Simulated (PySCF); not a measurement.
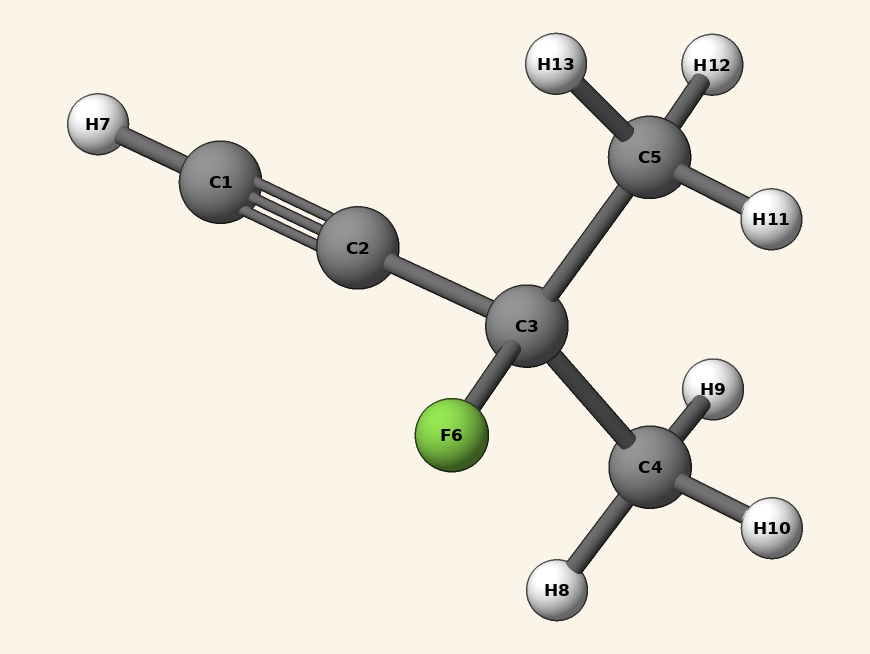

The questions are on isotropic NMR shieldings of the C atoms. The geometry was computed by an optimisation with PBE0-D3(BJ)/def2-SVP. No frequency run is at hand to confirm it as a minimum. Level of theory: GIAO BLYP/pcSseg-1 NMR shielding, non-relativistic, gas phase (PySCF 2.14.0).

List the isotropic NMR shieldings of the C atoms.

```json
{"atom": "C1", "σ (ppm)": "101.5"}
{"atom": "C2", "σ (ppm)": "88.8"}
{"atom": "C3", "σ (ppm)": "85.2"}
{"atom": "C4", "σ (ppm)": "143.0"}
{"atom": "C5", "σ (ppm)": "143.0"}
```
